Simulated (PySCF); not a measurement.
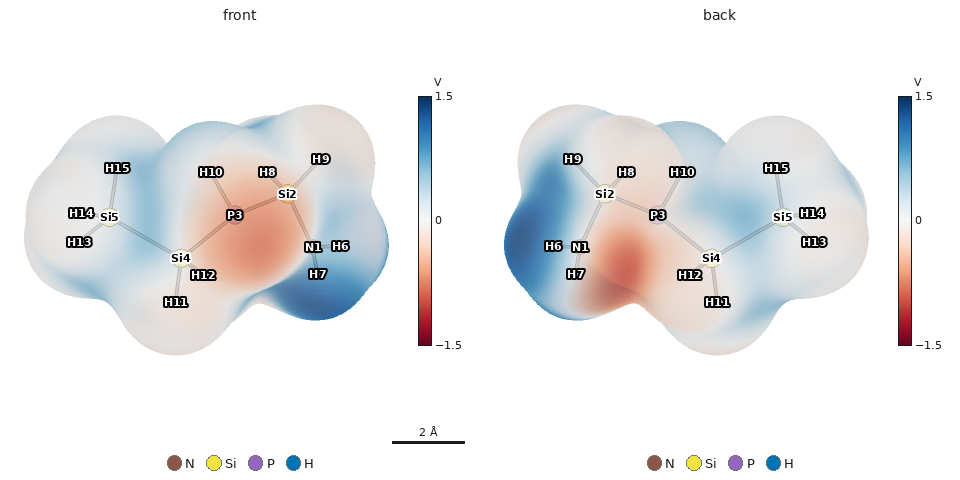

The picture shows: H10NPSi3 (SMILES N[SiH2]P[SiH2][SiH3]). The electrostatic potential painted on the density surface at 0.001 e/bohr³, seen from the front and from behind; the colour scale runs from red (negative) to blue (positive).

Geometry: GFN2-xTB.

The calculation used PySCF, B3LYP/def2-SVPD, SCF density, gas phase.

```yaml
atoms:
  - { symbol: N, position_ang: [-2.6709, -0.7550, 0.3970] }
  - { symbol: Si, position_ang: [-2.0282, 0.7680, -0.0790] }
  - { symbol: P, position_ang: [-0.5418, 0.2735, -1.6679] }
  - { symbol: Si, position_ang: [0.9927, -0.9274, -0.5635] }
  - { symbol: Si, position_ang: [2.9480, 0.2620, -0.1920] }
  - { symbol: H, position_ang: [-3.4398, -0.7790, 1.0461] }
  - { symbol: H, position_ang: [-2.7837, -1.4725, -0.3017] }
  - { symbol: H, position_ang: [-1.4540, 1.3504, 1.1379] }
  - { symbol: H, position_ang: [-2.9664, 1.7239, -0.6860] }
  - { symbol: H, position_ang: [0.1013, 1.4883, -1.5768] }
  - { symbol: H, position_ang: [1.1830, -2.1069, -1.4235] }
  - { symbol: H, position_ang: [0.3940, -1.4457, 0.6757] }
  - { symbol: H, position_ang: [3.8180, -0.4269, 0.7635] }
  - { symbol: H, position_ang: [3.7383, 0.4526, -1.4113] }
  - { symbol: H, position_ang: [2.7050, 1.6028, 0.3539] }
```

Question: Describe the electrostatic potential map.

Answer: The most negative region (about −0.9 V, or −21 kcal/mol for a unit charge) lies over N1, the most positive (about +1.3 V, or +30 kcal/mol for a unit charge) over H6 and H7.

Question: How polar is the molecule by this calculation?

Answer: Its dipole moment is 1.23 D.
